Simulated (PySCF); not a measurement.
SMILES C[O][Ga]([OH])[O]C (C2H7GaO3), singlet at its PBE0/def2-SVP optimised geometry (Å):

```
13

Ga     0.3274    -0.5946     0.0000
O      2.1004    -0.5946     0.0000
H      2.4763    -1.4812    -0.0010
O     -0.5691     0.9308     0.0000
C      0.0203     2.2024     0.0025
H      1.1251     2.1782    -0.0004
H     -0.3038     2.7744    -0.8853
H     -0.2991     2.7691     0.8954
O     -0.5711    -2.1187    -0.0012
C     -1.9707    -2.2108    -0.0024
H     -2.4763    -1.2286    -0.0124
H     -2.3138    -2.7744    -0.8884
H     -2.3173    -2.7580     0.8925
```

Method: PBE0/def2-TZVP run with PySCF.

Map of the Laplacian of the electron density (e/bohr⁵), clipped to [-1.50, 1.50] on the plane z = 1.0 Å:

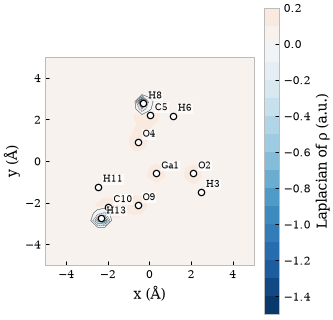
Figure: Laplacian of the electron density (e/bohr⁵), clipped to [-1.50, 1.50] on the plane z = 1.0 Å.
